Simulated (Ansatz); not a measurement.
# BGeP (triplet): from Hartree-Fock to the top rungs, cc-pVTZ

How much of the correlation energy of BGeP (triplet) does each wave-function method recover here?

Computed with Ansatz 0.2.0, Gaussian basis. Level: cc-pVTZ, core rule «outside noble gas», up to 20 orbitals frozen.

To be run: UHF; CCSD(T) on ROHF; CCSD(T) on UHF; BCCD(T) on ROHF; CCSDT(Q) on ROHF; CCSDT(Q) on UHF; CASSCF and NEVPT2, 12 electrons in 12 orbitals.

4 further runs of the same task are left out: 4 set aside as unsound or not needed.

### 1 The geometry

The geometry is a PBE0/def2-TZVP stationary point (not a proven minimum) of the parent state, kept for this charge and spin. No spin-orbit coupling is included. The filled d shell of Ge may be among the frozen orbitals whatever the setting's name suggests; the logs give the count.

3 atoms, charge 0, spin multiplicity 3.

Atoms are counted from 1 here; the program's logs count them from 0.

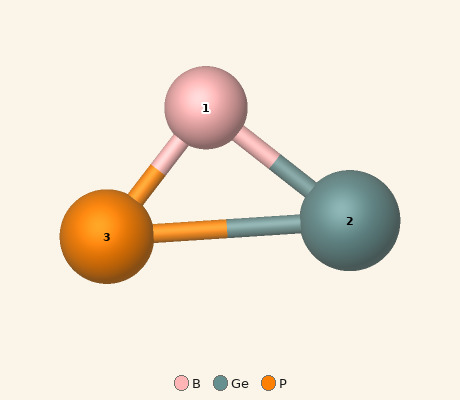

The geometry (boron pink, germanium teal, phosphorus orange); atoms are numbered from 1 in the order of the file.

In the tables R marks a restricted open-shell determinant and U an unrestricted one; 'valence' is the active space of 12 electrons in 12 orbitals; energies count from the table's Hartree-Fock row.

### 2 UHF

Contents of in.yaml:

```yaml
crystal:
  periodic: [false, false, false]
  atoms:
    - {symbol: B, position_ang: [0.000000, -1.127712, -0.672282]}
    - {symbol: Ge, position_ang: [0.000000, 0.073087, 0.835035]}
    - {symbol: P, position_ang: [0.000000, 0.222209, -1.723681]}
basis:
  gaussian: {orbitals: cc-pVTZ}
magnetization: {spin_polarized: true, initial_magnetization: 2}
hamiltonian: {xc: hf}
output: {orbitals: {seedname: orbitals}}
```

Launch:

```bash
ansatz run in.yaml --threads 1 --pin off --events-out ev --progress --plain --max-ram 4096MiB --backend cpu
```

What it wrote:

```text
Functional definition: HF
  name "HF"
  cite "Fock, Z. Phys. 61, 126 (1930) doi:10.1007/BF01340294"
  parent pbe
  exchange = exact_x
  correlation = 0
668 factors; integrals over basis functions are off by at most 8.1e-4 eV
mean field evaluation 1: about -66413.2983 eV, gradient 1.0e1 eV
mean field evaluation 2: about -66413.3054 eV, gradient 1.0e1 eV
mean field evaluation 4: about -66414.5396 eV, gradient 2.7e0 eV
mean field evaluation 8: about -66414.8259 eV, gradient 3.9e-1 eV
mean field evaluation 16: about -66414.8359 eV, gradient 1.7e-1 eV
mean field evaluation 32: about -66414.9135 eV, gradient 7.4e-1 eV
mean field evaluation 64: about -66415.2487 eV, gradient 1.1e-1 eV
mean field evaluation 96: about -66412.5878 eV, gradient 1.0e1 eV
mean field evaluation 128: about -66413.3004 eV, gradient 7.9e0 eV
mean field evaluation 160: about -66415.2172 eV, gradient 4.5e-1 eV
mean field evaluation 192: about -66414.1540 eV, gradient 3.4e0 eV
mean field evaluation 224: about -66414.7564 eV, gradient 2.0e-1 eV
mean field evaluation 256: about -66414.8465 eV, gradient 3.4e-1 eV
mean field evaluation 288: about -66414.9823 eV, gradient 1.0e0 eV
mean field evaluation 320: about -66414.4699 eV, gradient 5.6e-1 eV
mean field -66415.26143942 eV, -2440.7158400175 hartree, gradient 5.0e-6 eV, S^2 2.411442; 5 other end points of the search recorded, 0 dependent functions left out
reference -66415.26143942 eV, -2440.7158400175 hartree; 27, 25 occupied and 80, 82 virtual orbitals, 668 factors
Total energy: -66415.26143942 eV, -2440.7158400175 hartree
```

Run time: 21 s. Hardware: 1 thread of AMD EPYC 7R13, shared host; peak memory 0.25 GiB.

From the report: ⟨S²⟩ of the determinant 2.411 (pure triplet: 2.00).

### 3 CCSD(T) on ROHF

in.yaml: that of step 2 with these lines changed.

```diff
@@ -8,4 +8,3 @@
   gaussian: {orbitals: cc-pVTZ}
-magnetization: {spin_polarized: true, initial_magnetization: 2}
-hamiltonian: {xc: hf}
-output: {orbitals: {seedname: orbitals}}
+magnetization: {spin_polarized: false, initial_magnetization: 2}
+correlation: {method: ccsd_t, electrons: outside_noble_gas}
```

Launch:

```bash
ansatz run in.yaml --threads 2 --pin off --events-out ev --progress --plain --max-ram 24576MiB --backend cuda --devices 0, --max-vram 18GiB
```

What it wrote, shortened:

```text
Functional definition: HF
  name "HF"
  cite "Fock, Z. Phys. 61, 126 (1930) doi:10.1007/BF01340294"
  parent pbe
[...]
668 factors; integrals over basis functions are off by at most 8.1e-4 eV
[...]
mean field -66414.90537580 eV, -2440.7027549210 hartree, gradient 6.3e-6 eV, S^2 2.000000; 19 other end points of the search recorded, 0 dependent functions left out
[...]
determinant -66414.90537580 eV, -2440.7027549210 hartree, with singles and doubles -66423.97775917 eV, -2441.0361588603 hartree
determinant -66414.54314381 eV, -2440.6894431409 hartree, with singles and doubles -66423.32970021 eV, -2441.0123431326 hartree
determinant -66414.53682358 eV, -2440.6892108765 hartree, with singles and doubles -66423.81808930 eV, -2441.0302911009 hartree
determinant -66414.36443579 eV, -2440.6828757421 hartree, with singles and doubles -66422.99576020 eV, -2441.0000710638 hartree
[...]
determinant -66411.97880567 eV, -2440.5952054522 hartree, with singles and doubles -66421.51133128 eV, -2440.9455193072 hartree
determinant -66414.90537580 eV, -2440.7027549210 hartree, with singles and doubles -66423.89614422 eV, -2441.0331595662 hartree
determinant -66414.53682358 eV, -2440.6892108765 hartree, with singles and doubles -66423.75741567 eV, -2441.0280613860 hartree
unrestricted determinant -66415.26143942 eV, -2440.7158400175 hartree, S^2 2.4114
20 core orbitals not correlated: weight in the atoms' cores, before any rotation towards them, 1.000 or more for the frozen orbitals, at most 0.000 for the correlated occupied ones
reference -66414.90537580 eV, -2440.7027549210 hartree; 7, 5 occupied and 80, 82 virtual orbitals, 668 factors
second order -8.32023447 eV of doubles, -0.10921157 eV of singles
cycle   1  -8.99076671 eV  change    1.7e-6 eV  update   4.5e-6
perturbative correction -0.70768360 eV, -0.0260068926 hartree
Total energy: -66424.60382611 eV, -2441.0591663960 hartree
```

Run time: 24 s. Hardware: 1 × H100 (card shared with other runs) with 2 threads of AMD EPYC 7R13, shared host; peak host memory 0.83 GiB.

From the report: correlation -9.6985 eV; T1 0.058; largest double amplitude 0.08.

### 4 CCSD(T) on UHF

in.yaml: that of step 3 with these lines changed.

```diff
@@ -8,3 +8,3 @@
   gaussian: {orbitals: cc-pVTZ}
-magnetization: {spin_polarized: false, initial_magnetization: 2}
+magnetization: {spin_polarized: true, initial_magnetization: 2}
 correlation: {method: ccsd_t, electrons: outside_noble_gas}
```

Launched as before.

What it wrote, shortened:

```text
Functional definition: HF
  name "HF"
  cite "Fock, Z. Phys. 61, 126 (1930) doi:10.1007/BF01340294"
  parent pbe
[...]
668 factors; integrals over basis functions are off by at most 8.1e-4 eV
[...]
mean field -66415.26143942 eV, -2440.7158400175 hartree, gradient 5.0e-6 eV, S^2 2.411442; 30 other end points of the search recorded, 0 dependent functions left out
determinant -66415.26143942 eV, -2440.7158400175 hartree, with singles and doubles -66423.93905485 eV, -2441.0347365028 hartree
determinant -66415.10280957 eV, -2440.7100104781 hartree, with singles and doubles -66423.73156825 eV, -2441.0271115110 hartree
determinant -66414.88626173 eV, -2440.7020524918 hartree, with singles and doubles -66423.26568722 eV, -2441.0099906989 hartree
determinant -66414.87935600 eV, -2440.7017987108 hartree, with singles and doubles -66423.82150253 eV, -2441.0304165348 hartree
[...]
determinant -66415.26143942 eV, -2440.7158400175 hartree, with singles and doubles -66423.89562956 eV, -2441.0331406527 hartree
determinant -66415.10280957 eV, -2440.7100104781 hartree, with singles and doubles -66423.74418780 eV, -2441.0275752706 hartree
determinant -66414.87935600 eV, -2440.7017987108 hartree, with singles and doubles -66423.77557931 eV, -2441.0287288873 hartree
determinant -66414.84306875 eV, -2440.7004651790 hartree, with singles and doubles -66423.80095474 eV, -2441.0296614175 hartree
20 core orbitals not correlated: weight in the atoms' cores, before any rotation towards them, 1.000 or more for the frozen orbitals, at most 0.001 for the correlated occupied ones
reference -66415.26143942 eV, -2440.7158400175 hartree; 7, 5 occupied and 80, 82 virtual orbitals, 668 factors
second order -7.62228784 eV of doubles, -0.00000000 eV of singles
cycle   1  -8.63418769 eV  change    2.4e-6 eV  update   3.3e-6
perturbative correction -0.67488706 eV, -0.0248016418 hartree
Total energy: -66424.57051417 eV, -2441.0579422046 hartree
```

It took 32 s on 1 × H100 (card shared with other runs) with 2 threads of AMD EPYC 7R13, shared host; peak host memory 0.84 GiB.

From the report: ⟨S²⟩ of the determinant 2.411 (pure triplet: 2.00); correlation -9.3091 eV; T1 0.070; largest double amplitude 0.07.

### 5 BCCD(T) on ROHF

in.yaml: that of step 4 with these lines changed.

```diff
@@ -8,3 +8,3 @@
   gaussian: {orbitals: cc-pVTZ}
-magnetization: {spin_polarized: true, initial_magnetization: 2}
-correlation: {method: ccsd_t, electrons: outside_noble_gas}
+magnetization: {spin_polarized: false, initial_magnetization: 2}
+correlation: {method: bccd_t, electrons: outside_noble_gas}
```

The command is unchanged.

What it wrote, shortened:

```text
Functional definition: HF
  name "HF"
  cite "Fock, Z. Phys. 61, 126 (1930) doi:10.1007/BF01340294"
  parent pbe
[...]
668 factors; integrals over basis functions are off by at most 8.1e-4 eV
[...]
mean field -66414.90537580 eV, -2440.7027549210 hartree, gradient 6.3e-6 eV, S^2 2.000000; 19 other end points of the search recorded, 0 dependent functions left out
[...]
determinant -66414.90537580 eV, -2440.7027549210 hartree, with singles and doubles -66423.97775917 eV, -2441.0361588603 hartree
determinant -66414.54314381 eV, -2440.6894431409 hartree, with singles and doubles -66423.32970021 eV, -2441.0123431326 hartree
determinant -66414.53682358 eV, -2440.6892108765 hartree, with singles and doubles -66423.81808930 eV, -2441.0302911009 hartree
determinant -66414.36443579 eV, -2440.6828757421 hartree, with singles and doubles -66422.99576020 eV, -2441.0000710638 hartree
[...]
determinant -66411.97880567 eV, -2440.5952054522 hartree, with singles and doubles -66421.51133128 eV, -2440.9455193072 hartree
determinant -66414.90537580 eV, -2440.7027549210 hartree, with singles and doubles -66423.89614422 eV, -2441.0331595662 hartree
determinant -66414.53682358 eV, -2440.6892108765 hartree, with singles and doubles -66423.75741567 eV, -2441.0280613860 hartree
unrestricted determinant -66415.26143942 eV, -2440.7158400175 hartree, S^2 2.4114
20 core orbitals not correlated: weight in the atoms' cores, before any rotation towards them, 1.000 or more for the frozen orbitals, at most 0.000 for the correlated occupied ones
reference -66414.90537580 eV, -2440.7027549210 hartree; 7, 5 occupied and 80, 82 virtual orbitals, 668 factors
second order -8.32023447 eV of doubles, -0.10921157 eV of singles
cycle   1  -8.93488264 eV  change    5.6e-2 eV  update   3.0e-2
[...]
cycle  17  -8.95892075 eV  change    5.9e-6 eV  update   1.2e-5
perturbative correction -0.74307864 eV, -0.0273076365 hartree
Total energy: -66424.60737520 eV, -2441.0592968224 hartree
```

It took 27 s on 1 × H100 (card shared with other runs) with 2 threads of AMD EPYC 7R13, shared host; peak host memory 0.83 GiB.

From the report: correlation -9.7020 eV; largest double amplitude 0.08.

### 6 CCSDT(Q) on ROHF

in.yaml: that of step 5 with these lines changed.

```diff
@@ -9,2 +9,2 @@
 magnetization: {spin_polarized: false, initial_magnetization: 2}
-correlation: {method: bccd_t, electrons: outside_noble_gas}
+correlation: {method: ccsdt_q, electrons: outside_noble_gas}
```

Same command.

What it wrote, shortened:

```text
Functional definition: HF
  name "HF"
  cite "Fock, Z. Phys. 61, 126 (1930) doi:10.1007/BF01340294"
  parent pbe
[...]
1270 factors; integrals over basis functions are off by at most 1.7e-7 eV
[...]
mean field -66414.90540002 eV, -2440.7027558108 hartree, gradient 6.1e-6 eV, S^2 2.000000; 22 other end points of the search recorded, 0 dependent functions left out
[...]
determinant -66414.90540002 eV, -2440.7027558108 hartree, with singles and doubles -66423.97668306 eV, -2441.0361193139 hartree
determinant -66414.54316909 eV, -2440.6894440700 hartree, with singles and doubles -66423.32989633 eV, -2441.0123503399 hartree
determinant -66414.53685077 eV, -2440.6892118759 hartree, with singles and doubles -66423.81819026 eV, -2441.0302948111 hartree
determinant -66414.36445865 eV, -2440.6828765825 hartree, with singles and doubles -66422.99599256 eV, -2441.0000796028 hartree
[...]
determinant -66411.97883602 eV, -2440.5952065677 hartree, with singles and doubles -66421.51168048 eV, -2440.9455321402 hartree
determinant -66414.90540002 eV, -2440.7027558108 hartree, with singles and doubles -66423.89615968 eV, -2441.0331601342 hartree
determinant -66414.53685077 eV, -2440.6892118759 hartree, with singles and doubles -66423.75743383 eV, -2441.0280620536 hartree
[...]
unrestricted determinant -66415.26146431 eV, -2440.7158409324 hartree, S^2 2.4114
20 core orbitals not correlated: weight in the atoms' cores, before any rotation towards them, 1.000 or more for the frozen orbitals, at most 0.000 for the correlated occupied ones
reference -66414.90540002 eV, -2440.7027558108 hartree; 7, 5 occupied and 80, 82 virtual orbitals, 1270 factors
second order -8.32025555 eV of doubles, -0.10921181 eV of singles
cycle   1  -8.50848216 eV  change   -7.6e-2 eV  update   1.4e-1
[...]
cycle  32  -9.72551855 eV  change    6.8e-7 eV  update   9.2e-7
perturbative correction -0.07935886 eV, -0.0029163841 hartree
Total energy: -66424.71027742 eV, -2441.0630784096 hartree
```

Run time: 38 s. Hardware: 1 × H100 (card shared with other runs) with 2 threads of AMD EPYC 7R13, shared host; peak host memory 1.3 GiB.

From the report: correlation -9.8049 eV; T1 0.067; largest double amplitude 0.10.

### 7 CCSDT(Q) on UHF

in.yaml: that of step 6 with these lines changed.

```diff
@@ -8,3 +8,3 @@
   gaussian: {orbitals: cc-pVTZ}
-magnetization: {spin_polarized: false, initial_magnetization: 2}
+magnetization: {spin_polarized: true, initial_magnetization: 2}
 correlation: {method: ccsdt_q, electrons: outside_noble_gas}
```

The command is unchanged.

What it wrote, shortened:

```text
Functional definition: HF
  name "HF"
  cite "Fock, Z. Phys. 61, 126 (1930) doi:10.1007/BF01340294"
  parent pbe
[...]
1270 factors; integrals over basis functions are off by at most 1.7e-7 eV
[...]
mean field -66415.26146431 eV, -2440.7158409324 hartree, gradient 2.6e-6 eV, S^2 2.411442; 30 other end points of the search recorded, 0 dependent functions left out
determinant -66415.26146431 eV, -2440.7158409324 hartree, with singles and doubles -66423.93908952 eV, -2441.0347377769 hartree
determinant -66415.10283878 eV, -2440.7100115515 hartree, with singles and doubles -66423.73160607 eV, -2441.0271129008 hartree
determinant -66414.88628852 eV, -2440.7020534762 hartree, with singles and doubles -66423.26572758 eV, -2441.0099921820 hartree
determinant -66414.87938520 eV, -2440.7017997839 hartree, with singles and doubles -66423.82153989 eV, -2441.0304179077 hartree
[...]
determinant -66415.10283878 eV, -2440.7100115515 hartree, with singles and doubles -66423.74420464 eV, -2441.0275758895 hartree
determinant -66414.87938520 eV, -2440.7017997839 hartree, with singles and doubles -66423.77559755 eV, -2441.0287295579 hartree
determinant -66414.84309692 eV, -2440.7004662143 hartree, with singles and doubles -66423.80097379 eV, -2441.0296621173 hartree
20 core orbitals not correlated: weight in the atoms' cores, before any rotation towards them, 1.000 or more for the frozen orbitals, at most 0.001 for the correlated occupied ones
reference -66415.26146431 eV, -2440.7158409324 hartree; 7, 5 occupied and 80, 82 virtual orbitals, 1270 factors
second order -7.62230359 eV of doubles, -0.00000000 eV of singles
cycle   1  -7.97114466 eV  change   -3.5e-1 eV  update   1.5e-1
[...]
cycle  31  -9.37208831 eV  change   -1.4e-6 eV  update   1.3e-6
perturbative correction -0.08620341 eV, -0.0031679170 hartree
Total energy: -66424.71975603 eV, -2441.0634267421 hartree
```

Wall time 33 s (1 × H100 (card shared with other runs) with 2 threads of AMD EPYC 7R13, shared host); peak host memory 1.1 GiB.

From the report: ⟨S²⟩ of the determinant 2.411 (pure triplet: 2.00); correlation -9.4583 eV; T1 0.081; largest double amplitude 0.10.

### 8 CASSCF and NEVPT2, 12 electrons in 12 orbitals

Contents of in.yaml:

```yaml
crystal:
  periodic: [false, false, false]
  atoms:
    - {symbol: B, position_ang: [0.000000, -1.127712, -0.672282]}
    - {symbol: Ge, position_ang: [0.000000, 0.073087, 0.835035]}
    - {symbol: P, position_ang: [0.000000, 0.222209, -1.723681]}
basis:
  gaussian: {orbitals: cc-pVTZ}
magnetization: {spin_polarized: false, initial_magnetization: 2}
correlation: {method: sc_nevpt2, electrons: outside_noble_gas, active_space: {window: {electrons: 12, orbitals: 12}, shells: [{species: B, l: s, shell: 2}, {species: B, l: p, shell: 2}, {species: Ge, l: s, shell: 4}, {species: Ge, l: p, shell: 4}, {species: P, l: s, shell: 3}, {species: P, l: p, shell: 3}]}}
```

The command is unchanged.

What it wrote, shortened:

```text
Functional definition: HF
  name "HF"
  cite "Fock, Z. Phys. 61, 126 (1930) doi:10.1007/BF01340294"
  parent pbe
[...]
1270 factors; integrals over basis functions are off by at most 1.7e-7 eV
[...]
mean field -66414.90540002 eV, -2440.7027558108 hartree, gradient 6.1e-6 eV, S^2 2.000000; 17 other end points of the search recorded, 0 dependent functions left out
reference -66414.90540002 eV, -2440.7027558108 hartree; 27, 25 occupied and 80, 82 virtual orbitals, 1270 factors
state -66418.37222178 eV, -2440.8301591608 hartree
state -66418.37222178 eV, -2440.8301591608 hartree; corrected -66423.39161355 eV, -2441.0146184061 hartree
Total energy: -66423.39161355 eV, -2441.0146184061 hartree
Checks for a lower state left out: starts, orbital_swaps
```

Run time: 16 s. Hardware: 1 × H100 (card shared with other runs) with 2 threads of AMD EPYC 7R13, shared host; peak host memory 0.86 GiB.

From the report: 426,888 determinants; active occupations 1.99, 1.97, 1.94, 1.92, 1.89, 1.02, 0.99, 0.09, 0.09, 0.04, 0.03, 0.02.

### 9 How many determinants matter

Natural occupations of the CASSCF valence state about the gap (report; correlated orbitals 2 to 11): 1.968, 1.944, 1.917, 1.891, 1.023, 0.993, 0.095, 0.088, 0.043, 0.028. The count of effectively unpaired electrons, Σ n²(2 − n)², is 2.16; a single determinant of this spin has 2.

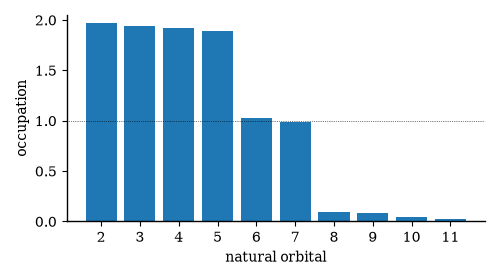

Natural occupations of the CASSCF valence state.

### 10 All levels against the top one

No level here is safe as a reference; RCCSDT(Q) serves as a yardstick only. Rows without a time come out of other runs: HF, MP2 and CCSD of CCSD(T), CCSDT of CCSDT(Q), CASSCF and MRCISD of the multireference runs.

Differences are taken before rounding.

```tsv
method	energy from the lowest RHF (kcal/mol)	from RCCSDT(Q) (kcal/mol)	time
RHF	0.00	+226.11	
UHF	-8.21	+217.90	
RMP2	-194.39	+31.72	
UMP2	-183.99	+42.12	
RCCSD	-207.33	+18.77	
UCCSD	-207.32	+18.79	
RCCSD(T)	-223.65	+2.45	24 s
UCCSD(T)	-222.88	+3.22	32 s
BCCD(T)	-223.73	+2.37	27 s
RCCSDT	-224.28	+1.83	
UCCSDT	-224.34	+1.77	
RCCSDT(Q)	-226.11	0	38 s
UCCSDT(Q)	-226.33	-0.22	33 s
CASSCF valence	-79.95	+146.16	
NEVPT2 valence	-195.70	+30.41	16 s
```

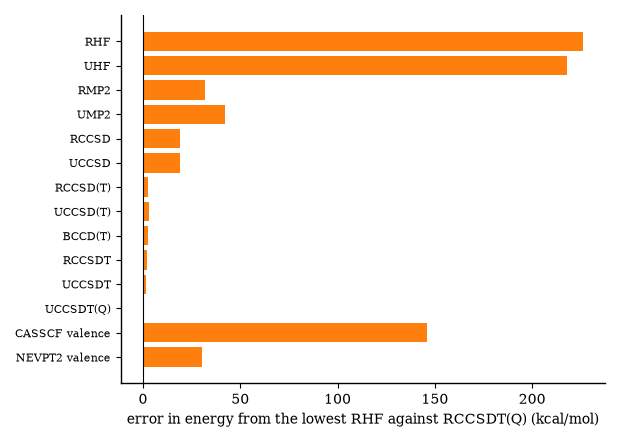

How far each level lands from RCCSDT(Q).

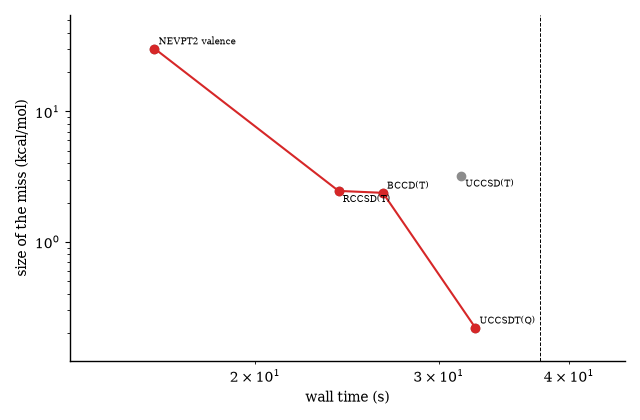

Accuracy for the time spent; red marks the levels that beat every quicker one drawn (of those quicker than the yardstick), and the dashed line is the time of RCCSDT(Q). Times are from a shared host.

### 11 What came out

```
                      quantity            value
RCCSDT(Q) below the RHF energy       -9.8049 eV
           RMP2 from RCCSDT(Q)  +31.72 kcal/mol
           UMP2 from RCCSDT(Q)  +42.12 kcal/mol
          RCCSD from RCCSDT(Q)  +18.77 kcal/mol
       RCCSD(T) from RCCSDT(Q)   +2.45 kcal/mol
       UCCSD(T) from RCCSDT(Q)   +3.22 kcal/mol
      UCCSDT(Q) from RCCSDT(Q)   -0.22 kcal/mol
 NEVPT2 valence from RCCSDT(Q)  +30.41 kcal/mol
                 T1 diagnostic            0.058
effectively unpaired electrons             2.16
```

In words: RCCSD(T) lands +2.45 kcal/mol from the yardstick (1.1 % of the correlation energy). CCSD(T) misses by +2.45 kcal/mol on the restricted determinant and by +3.22 kcal/mol on the unrestricted one; the two need not hold the same state or core. The occupations are near whole numbers, but T1 = 0.058 shows that the orbitals relax strongly. Warnings: spin contamination; large T1 diagnostic.
